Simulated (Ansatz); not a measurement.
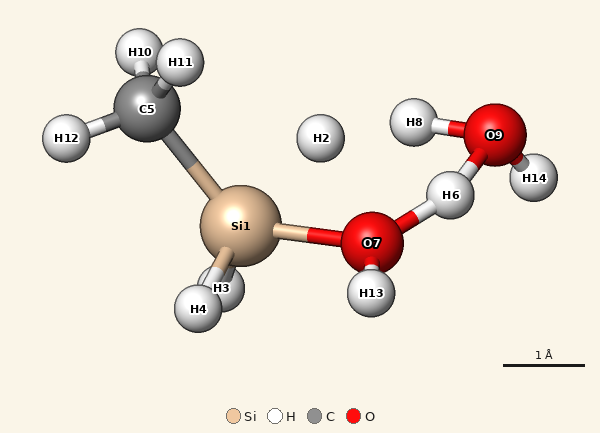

*The structure (ball-and-stick view, seen at a tilt; atoms are numbered from 1 in the order of the input).*

Frequency calculation of CH10O2Si

The run: frequency calculation of CH10O2Si. Method and program: UKS B3LYP-D4/def2-SVP (Ansatz 0.2.0).

It belongs to a series of runs on one base structure; here: vibrations at the highest image of the band. Figures and captions count atoms from 1; the log counts them from 0 in places.

**The program's output**
```
Engine: ansatz 0.2.0, aarch64-unknown-linux-gnu
Functional definition: B3LYP
  parameter a0 = 0.2
  parameter ax = 0.72
  parameter ac = 0.81
  exchange = (1 - a0 - ax)*slater_x + ax*b88_x + a0*exact_x
  correlation = (1 - ac)*vwn_rpa_c + ac*lyp_c
1174 factors; integrals over basis functions are off by at most 4.6e-4 eV
mean field evaluation 1: about -13155.1132 eV, gradient 5.0e1 eV
mean field evaluation 2: about -13146.7078 eV, gradient 6.7e1 eV
mean field evaluation 4: about -13164.8059 eV, gradient 2.9e0 eV
mean field evaluation 8: about -13164.8494 eV, gradient 2.2e-1 eV
mean field evaluation 16: about -13164.8496 eV, gradient 4.6e-6 eV
mean field -13164.84961059 eV, -483.7992997336 hartree, gradient 4.6e-6 eV, S^2 0.000000; 0 other end points of the search recorded, 0 dependent functions left out
the calculation of the forces begins
reference -13164.84987725 eV, -483.7993095331 hartree; 23, 23 occupied and 87, 87 virtual orbitals, 1174 factors
these checks for a lower state are left out or cut short: stability, starts, cluster_reference, orbital_swaps, neighbouring_geometries, increment
1174 factors; integrals over basis functions are off by at most 4.6e-4 eV
mean field -13164.84971037 eV, -483.7993034005 hartree, gradient 1.4e-6 eV, S^2 0.000000; 0 other end points of the search recorded, 0 dependent functions left out
[... from here on the field's lines of each further geometry are left out, up to the last ...]
the calculation of the forces begins
reference -13164.84987329 eV, -483.7993093877 hartree; 23, 23 occupied and 87, 87 virtual orbitals, 1174 factors
these checks for a lower state are left out or cut short: stability, starts, cluster_reference, orbital_swaps, neighbouring_geometries, increment
1174 factors; integrals over basis functions are off by at most 4.6e-4 eV
mean field -13164.84956132 eV, -483.7992979230 hartree, gradient 2.4e-6 eV, S^2 0.000000; 0 other end points of the search recorded, 0 dependent functions left out
the calculation of the forces begins
reference -13164.84982792 eV, -483.7993077205 hartree; 23, 23 occupied and 87, 87 virtual orbitals, 1174 factors
WARN: phonons: modes at or below zero, which the zero-point energy, F, S and C_V leave out: 1, the lowest at -1153.06 cm⁻¹. A minimum has none, and a first-order saddle one
Total energy: -13165.20730606 eV, -483.8124447995 hartree
Atom 0 at    -0.556903    -0.234840    -0.682024 Å, force     0.012312    -0.021074    -0.020552 eV/Å
Atom 1 at     0.944774    -0.713582     0.068197 Å, force     0.003527    -0.005649    -0.003816 eV/Å
Atom 2 at    -0.674969    -1.642464    -1.181201 Å, force    -0.000368     0.004230    -0.004947 eV/Å
Atom 3 at    -1.986722     0.251662    -0.971446 Å, force     0.000347    -0.001011     0.000515 eV/Å
Atom 4 at     0.411429     0.992715    -1.749848 Å, force     0.001986     0.013048     0.019273 eV/Å
Atom 5 at    -0.115343    -0.192751     1.922214 Å, force    -0.024801     0.003596    -0.017547 eV/Å
Atom 6 at    -0.951201     0.081739     1.080033 Å, force    -0.011931     0.010726     0.004853 eV/Å
Atom 7 at     1.174796    -0.699387     1.223342 Å, force    -0.013063     0.008617     0.013831 eV/Å
Atom 8 at     0.944912    -0.578018     2.297161 Å, force     0.033698    -0.006108    -0.009632 eV/Å
Atom 9 at     1.405988     0.611493    -2.027621 Å, force    -0.000063    -0.002639    -0.000658 eV/Å
Atom 10 at     0.559591     1.926381    -1.179077 Å, force    -0.000865    -0.006828    -0.003462 eV/Å
Atom 11 at    -0.158284     1.249176    -2.658127 Å, force    -0.000650    -0.001570    -0.001333 eV/Å
Atom 12 at    -1.840250     0.432200     1.230005 Å, force     0.004830     0.001358     0.020373 eV/Å
Atom 13 at     0.842286    -1.484521     2.628492 Å, force    -0.004961     0.003304     0.003101 eV/Å
Dipole moment:    -0.091899    -0.134623     0.678761 e Å
Vibrations: -1153.06 45.40 139.74 148.65 300.52 342.98 428.19 504.21 523.14 567.26 609.39 635.78 692.92 768.27 843.02 913.38 966.62 1034.71 1072.40 1106.90 1259.60 1278.07 1421.73 1433.50 1434.47 1534.06 1601.57 1757.74 1960.57 2114.25 2167.49 3020.12 3103.27 3131.71 3787.55 3824.00 cm⁻¹, zero-point energy 2.880971 eV
```

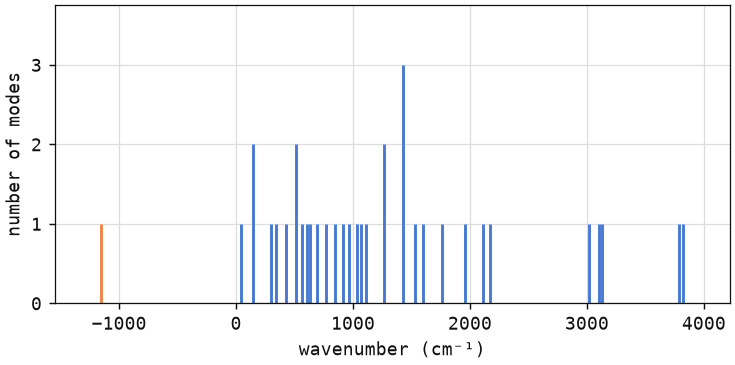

*Harmonic vibrational wavenumbers from the force constants; neighbouring modes closer than 23 cm⁻¹ are counted in one stick, and imaginary ones are drawn at negative wavenumbers.*

36 modes from 1153i to 3824 cm⁻¹, 1 imaginary beyond 8i (1153i cm⁻¹): a first-order saddle point, if the geometry is stationary.

This output came from the following input.

**Input**
```yaml
crystal:
  periodic: [false, false, false]
  atoms:
    - { symbol: Si, position_ang: [-0.556903, -0.23484, -0.682024] }
    - { symbol: H, position_ang: [0.944774, -0.713582, 0.068197] }
    - { symbol: H, position_ang: [-0.674969, -1.642464, -1.181201] }
    - { symbol: H, position_ang: [-1.986722, 0.251662, -0.971446] }
    - { symbol: C, position_ang: [0.411429, 0.992715, -1.749848] }
    - { symbol: H, position_ang: [-0.115343, -0.192751, 1.922214] }
    - { symbol: O, position_ang: [-0.951201, 0.081739, 1.080033] }
    - { symbol: H, position_ang: [1.174796, -0.699387, 1.223342] }
    - { symbol: O, position_ang: [0.944912, -0.578018, 2.297161] }
    - { symbol: H, position_ang: [1.405988, 0.611493, -2.027621] }
    - { symbol: H, position_ang: [0.559591, 1.926381, -1.179077] }
    - { symbol: H, position_ang: [-0.158284, 1.249176, -2.658127] }
    - { symbol: H, position_ang: [-1.84025, 0.4322, 1.230005] }
    - { symbol: H, position_ang: [0.842286, -1.484521, 2.628492] }
magnetization:
  spin_polarized: true
basis:
  gaussian: { orbitals: def2-SVP }
hamiltonian:
  xc: b3lyp
  dispersion: d4
phonons: {}
```

Run as:
```bash
ansatz run input.yaml --threads 4 --pin off --max-ram 5120MiB --backend cpu --events-out ev --progress --plain --runs-dir out
```

**Key numbers**

| quantity | value |
| --- | --- |
| outcome | converged |
| total energy | −13165.2073 eV |
| mean-field energy | −13164.8499 eV |
| largest force (length of the vector) | 0.036 eV/Å |
| hardware | 4 threads of Arm Neoverse N1, 16 GiB of memory available, shared host |
| wall time | 3.1 min (CPU time 12 min) |
| peak memory | 0.32 GiB |
